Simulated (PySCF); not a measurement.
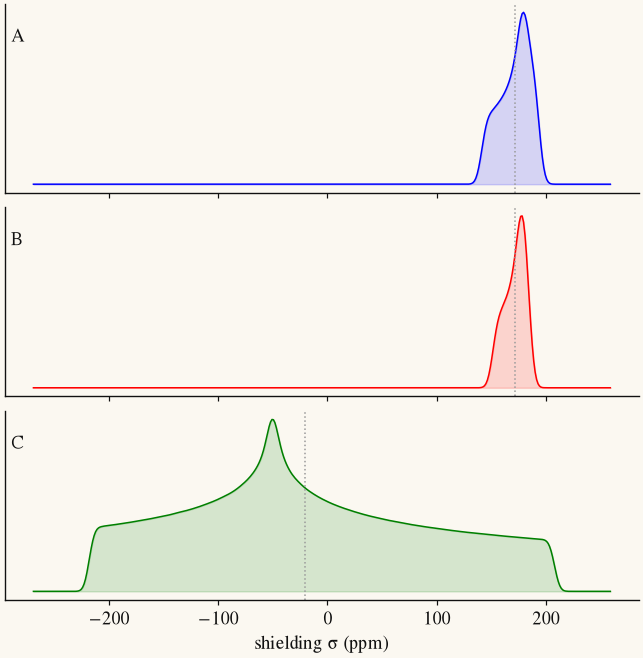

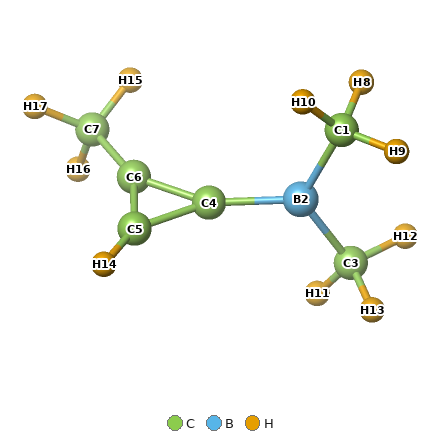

Static powder patterns (¹³C) from GIAO shielding tensors of C₆H₁₀B⁺, SMILES CB(C)c1c[c+]1C, PBE0/pcSseg-1, PySCF, at a GFN2-xTB geometry (no frequency check); absolute shielding, one fixed geometry of the isolated molecule without any motion, no dipolar terms. The dotted line is the isotropic value; skew is 3(σiso − σ22)/span.

Q: The patterns belong to C3, C7 and C4, from the top. Give the principal values, span and skew.

A: C3: σ11, σ22, σ33 = 141, 179, 194 ppm, isotropic 171, span 53 ppm, skew −0.43; C7: σ11, σ22, σ33 = 151, 178, 185 ppm, isotropic 172, span 34 ppm, skew −0.57; C4: σ11, σ22, σ33 = −218, −50, 208 ppm, isotropic −20, span 426 ppm, skew 0.21.

Caveats: the tight-binding geometry is rougher than a DFT one and adds to the error; one conformer of a flexible molecule.
